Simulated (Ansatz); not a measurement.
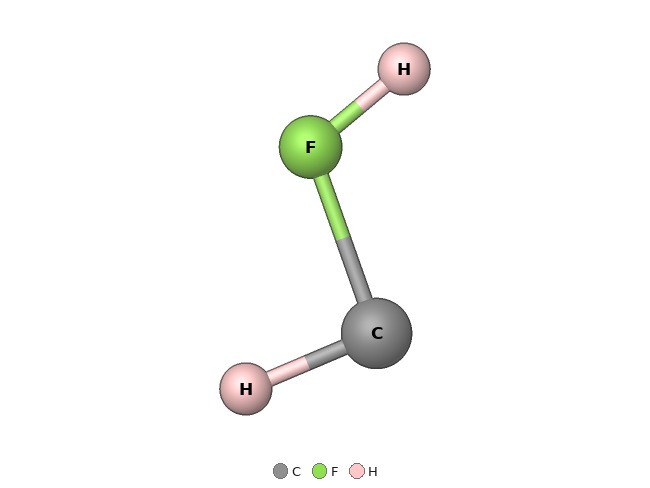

All atoms lie in one plane, which faces the viewer. State: charge +1, singlet. The geometry was computed by an optimisation with PBE0-D4/def2-TZVP. No frequency run is at hand to confirm it as a minimum.

Which symmetry elements does this geometry have?

It has 1 mirror plane, so the point group is Cs. The group has 2 operations. The geometry is achiral, and symmetry allows a dipole moment.
